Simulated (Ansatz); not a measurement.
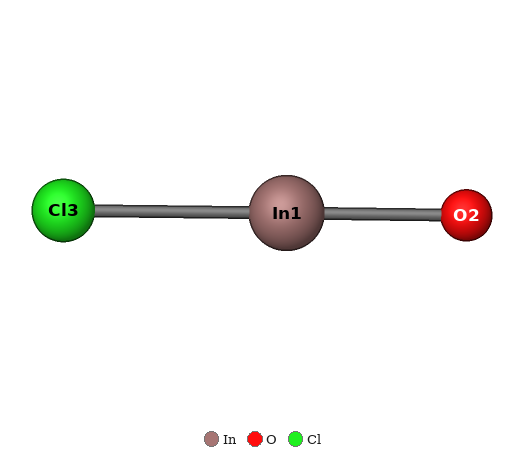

Sticks follow a distance rule. Harmonic vibrations computed with RKS PBE0-D4/def2-TZVP, core potentials on In (Ansatz 0.2.0) at a stationary point of the same level.

### How many imaginary frequencies does it have?

A minimum: no imaginary frequency, and the lowest mode lies at 128 cm⁻¹.

### List the wavenumbers.

4 modes: 128, 128, 386, 813 cm⁻¹.
